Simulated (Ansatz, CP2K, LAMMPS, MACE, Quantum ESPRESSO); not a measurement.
# Glassy 57SiO2-43MgO (mol %) (59 atoms) under volume change, by several methods

Aim: pressure against volume for glassy 57SiO2-43MgO (mol %) (59 atoms), with plane waves as the reference.

Results are calculated, not measured.

### 1. The cell

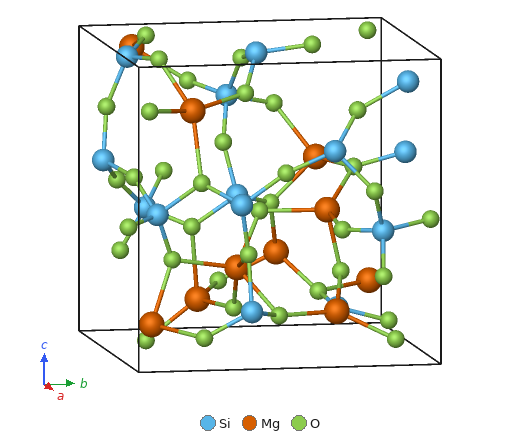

The cell (silicon blue, magnesium orange, oxygen green). Bonds to atoms that aren't drawn are left out. Some periodic images of atoms are drawn too.

The cell holds 59 atoms (13 Si, 10 Mg and 36 O), with edges of 9.22, 9.22 and 9.22 Å. Recipe: 59 atoms (13 Si, 10 Mg, 36 O) placed at random at 2.46 g/cm³, melted at 4000 K for 10 ps at fixed volume with the Morse and Coulomb pair potential with partial charges (Pedone, Malavasi, Menziani, Cormack and Segre, J. Phys. Chem. B 110, 11780 (2006)). Quenched from 4000 K to 300 K at 5 K/ps and fixed volume, held 10 ps at zero pressure. Then the atoms were relaxed with MACE MPA-0 medium in the fixed cell. Then the atoms were relaxed with CP2K double zeta, PBE. That run stopped short of its end.

Bonds by pair of elements; cutoffs follow the first minimum of g(r), held within bounds set by covalent radii, and pairs that aren't listed don't count as bonded:

```
pair A-B  cutoff (Å)  bonds  mean length (Å)  spread (Å)  shortest (Å)  B about A  A about B
    O-Si        2.12     52             1.65       0.038          1.57       1.44          4
    O-Mg        2.62     44             2.07        0.14          1.91       1.22        4.4
```

### 2. The reference input

Quantum ESPRESSO 7.5: Kohn-Sham DFT, PBE, SSSP efficiency 1.3.0 pseudopotentials, plane waves. Its input, pw.in, for the unchanged cell:

```
&control
  calculation = 'scf'
  pseudo_dir = './pseudo'
  outdir = './tmp'
  disk_io = 'none'
  tprnfor = .true.
  tstress = .true.
/
&system
  ibrav = 0
  nat = 59
  ntyp = 3
  ecutwfc = 60
  ecutrho = 480
  nosym = .true.
  occupations = 'smearing'
  smearing = 'fd'
  degauss = 0.003675
/
&electrons
  conv_thr = 2.9e-07
  electron_maxstep = 100
  mixing_beta = 0.4
  mixing_mode = 'plain'
  diagonalization = 'david'
/
ATOMIC_SPECIES
Si 28.085 Si.upf
Mg 24.305 Mg.upf
O 15.999 O.upf
CELL_PARAMETERS angstrom
9.22352 0.00000 0.00000
0.00000 9.22352 0.00000
0.00000 0.00000 9.22352
ATOMIC_POSITIONS crystal
Si 0.68175 0.12484 0.46945
Si 0.85087 0.92054 0.90838
Si 0.88546 0.36401 0.52276
Si 0.39234 0.77748 0.10950
[... 53 atom lines left out ...]
O 0.85556 0.24563 0.08598
O 0.84327 0.39441 0.35414
K_POINTS gamma
```

```console
$ OMP_NUM_THREADS=1 mpirun -np 4 pw.x -in pw.in > output.txt
```

It took 57 s on 4 MPI ranks of Arm Neoverse V2, shared host; peak memory 2.2 GiB; 3.8 min of CPU time.

It converged with an r.m.s. force component of 0.14 eV/Å and a pressure of -1.6 GPa.

### 3. Programs and settings

Every level solves the same cells as single points. CPU time is summed over a level's finished runs, on a host shared with the other runs, so it is rough; the force column is the median over cells of the r.m.s. difference of force components from the reference.

| level | basis or training data | k-points | runs finished | CPU time | peak memory (GiB) | force difference (meV/Å) |
| --- | --- | --- | --- | --- | --- | --- |
| QE, PBE | plane waves, SSSP efficiency, 60/480 Ry | Γ | 5 of 5 | 21 min | 2.4 | reference |
| MACE MPA-0 medium | trained on PBE(+U) plane-wave data | - | 5 of 5 | 33 s | 0.92 | 47 |

Runs without a converged result: CP2K 2026.2, 2 relaxations (not converged). A level enters a table below only where it finished every cell that the table needs.

The reference's own r.m.s. force component runs from 131 to 141 meV/Å over these cells.

### 4. Pressure against volume

The cell is scaled evenly, and at each volume CP2K double zeta, PBE relaxes the atoms again before the single points. The unchanged volume is 13.300 Å³ an atom. Pressures in GPa:

```
            level  -6 %  -3 %      0   +3 %   +6 %
          QE, PBE  2.81  0.56  -1.58  -3.44  -4.97
MACE MPA-0 medium  3.18  0.92  -1.23  -3.10  -4.66
```

Energy less that of the unchanged cell at the same level, in meV an atom:

| level | -6 % | -3 % | +3 % | +6 % |
| --- | --- | --- | --- | --- |
| QE, PBE | 4.11 | -1.42 | 4.89 | 14.28 |
| MACE MPA-0 medium | 4.56 | -1.14 | 4.61 | 13.68 |

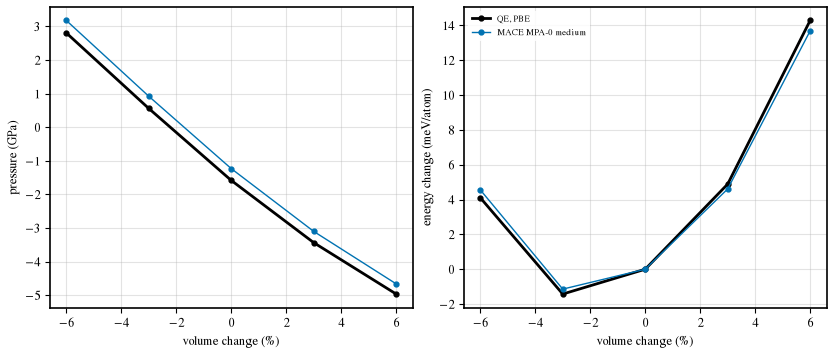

Pressure and energy against volume, by level.

### 5. Moduli

From the three volumes nearest the unchanged one: B from the slope of pressure against ln V and from the curvature of the energy, the pressure that the slope of the energy implies, and the volume change at which the printed pressure crosses zero (a dash if it doesn't within the range).

```
            level  B from pressures (GPa)  B from energies (GPa)  printed pressure (GPa)  pressure from energies (GPa)  zero pressure at (%)
          QE, PBE                    66.6                   46.4                   -1.58                         -1.27                  -2.2
MACE MPA-0 medium                    67.1                   46.4                   -1.23                         -1.15                  -1.7
```

As a check by hand on the reference: from -3 to +3 % the pressure falls by 4.00 GPa while ln V grows by 0.0600, a ratio of 66.6 GPa.

Gap between the highest filled and the lowest empty level on the runs' k-points, in eV:

```
  level  -6 %  -3 %     0  +3 %  +6 %
QE, PBE  3.78  3.73  3.58  3.49  3.39
```

### 6. Findings

The plane-wave reference (PBE) gives a bulk modulus of 66.6 GPa from its pressures, at a volume where its pressure is -1.58 GPa; that pressure crosses zero at -2.2 %. Learned potentials: MACE MPA-0 medium 67.1 GPa (+1 %); its pressure lies +0.35 GPa from the reference's. Moduli from the energies run from 46 to 46 GPa and part from those from pressures by as much as -31 % (MACE MPA-0 medium); they rest on small differences of energy, and for levels other than CP2K double zeta, PBE they hold the work of leftover forces.

The reference's gap falls as the cell grows, from 3.78 eV at -6 % to 3.39 eV at +6 %.

Caveats: The atoms follow CP2K double zeta, PBE, not each level's own minimum, so these moduli only approach relaxed ones and hang on that choice. Three points at finite strain give rough moduli, at the given volume rather than at zero pressure. Pressures at a fixed plane-wave cutoff or in a small atom-centred basis hold some basis error. The quench rate of 5 K/ps is many orders above laboratory rates, so the cell is likely richer in defects and strain than a real sample. The reference samples only Γ, in a cell whose shortest periodic width is 9 Å. The reference isn't exact: its cutoffs and mesh weren't converged further here. Where levels are smeared, the DFT runs use Fermi–Dirac occupations at 580 K (0.05 eV), and energies are free energies. Some relaxations stopped short of their force threshold.

[Logs are printed without paths, hosts, clocks, repeated set-up lines and the standing remarks that a program may print on its own settings, such as how far it seeks lower states.]

[Hosts, paths, dates, database ids (printed as entryN), source tags and the programs' standing remarks are cut or masked in the printed files.]
